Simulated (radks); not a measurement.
Atomic tantalum (Ta); electrons: [Xe] 4f14 5d3 6s1 6p1 (open shells shared over both j by 2j + 1). Theory: Dirac Kohn-Sham, PBEsol, spin-unpolarised, spherical densities, finite nucleus (computed with the in-house radial solver radks).

Wanted: the number of electrons inside radius r (solid) and the radial density 4πr²ρ (dashed).

The count levels off at 73 electrons. Half of them lie within 0.402 bohr, 90 % within 1.40 bohr and 99 % within 4.44 bohr. The radial density has minima at 0.0248, 0.104 and 0.301 bohr, where the count stands at 2.0, 11.1 and 29.8; these part the shells that the density resolves.

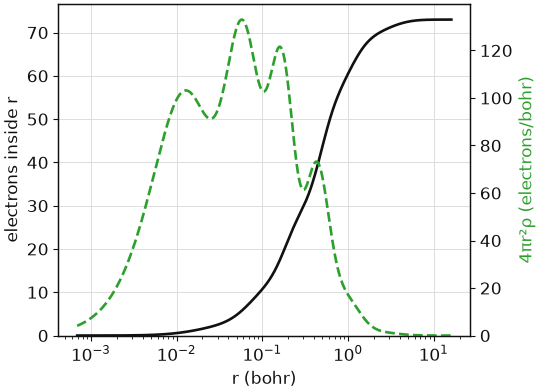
